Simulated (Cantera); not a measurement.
A closed system holds: 1 mol HgO, 0.21 mol H2, a varied amount of N2, at 548.15 K and 10.0 Torr.

These are equilibrium values from Cantera (NASA tables, ideal gas, pure condensed phases), not measurements of a reactor. Candidate condensed phases: H2O, Hg, HgO; 25 gas species. The numbers say what is thermodynamically allowed, not how fast it happens.

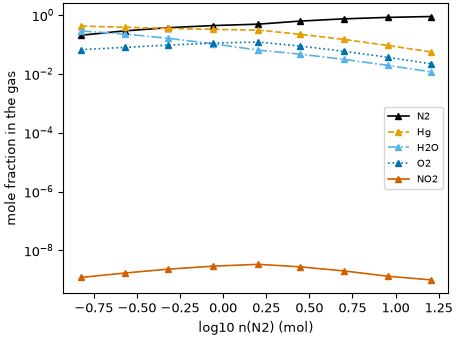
*Equilibrium gas composition (values under 1e-9 drawn at 1e-9)*

From 0.15 mol N2 to 0.87 mol N2 the condensed part is HgO(s). From 1.6 mol N2 to 16 mol N2 nothing is condensed. The main Hg-bearing gas is Hg throughout.
